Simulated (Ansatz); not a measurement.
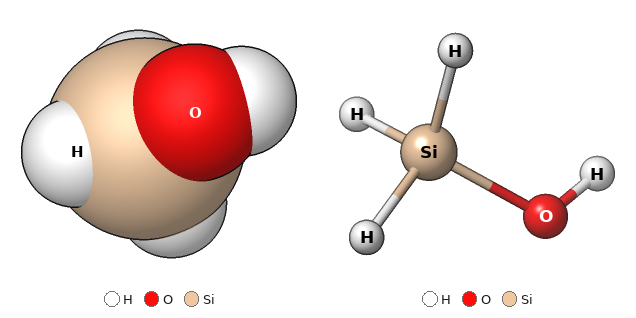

Two views of one molecule.

Computed geometry: PBE0-D4/def2-TZVP optimisation.

Give the formula.

Answer. H4OSi, 6 atoms: 4 hydrogen, 1 oxygen and 1 silicon.

Count the bonded pairs by element.

Answer. 3 Si–H, 1 O–H, 1 O–Si. Sticks follow a distance rule.

More results for the same structure follow; atom numbers are the same in all pictures, views and colours differ.

## Symmetry

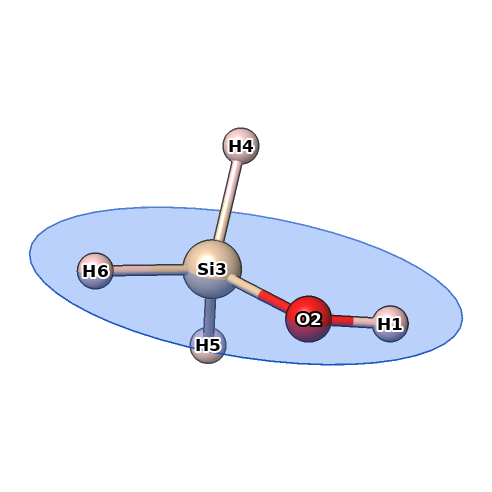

A disc through the centre of mass is drawn in. Depth is shown by fading: the farther an atom, the more it takes the colour of the background.

Is the plane of the disc a mirror plane of the structure?

Answer. Yes. The reflection leaves H1, O2, Si3, H6 in place and moves H4 ↔ H5. The point group is Cs.

## Electronic properties

Properties computed with RKS PBE0-D4/def2-TZVP (Ansatz 0.2.0).

Predict the main results.

- dipole moment: 1.36 D
- harmonic zero-point energy: 100.9 kJ/mol

## Vibrations

Harmonic vibrations computed with RKS PBE0-D4/def2-TZVP (Ansatz 0.2.0) at a stationary point of the same level.

List the wavenumbers.

Answer. 12 modes: 197, 680, 719, 848, 908, 947, 967, 993, 2208, 2213, 2261, 3931 cm⁻¹.

## Charges

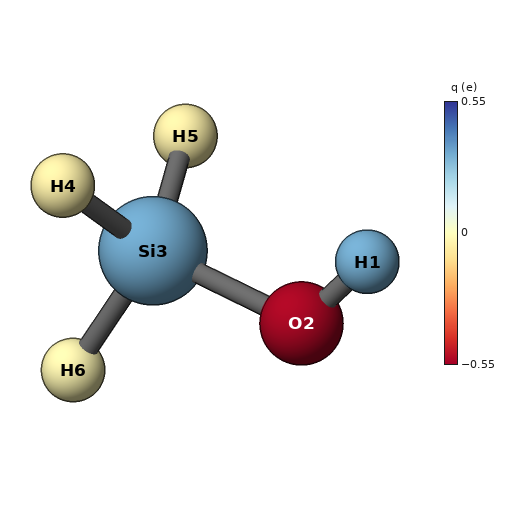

Atoms are coloured by their Mulliken charges. Method: RKS PBE0-D4/def2-TZVP (Ansatz 0.2.0).

Which atom carries the highest charge (most positive or least negative)?

Answer. Si3 (0.33 e).

And the lowest?

Answer. O2 (−0.53 e).

List the Mulliken charges.

| atom | value (e) |
| --- | --- |
| H1 | 0.32 |
| O2 | −0.53 |
| Si3 | 0.33 |
| H4 | −0.05 |
| H5 | −0.05 |
| H6 | −0.03 |

Mulliken values depend strongly on the basis set and can even reverse the polarity of a bond.
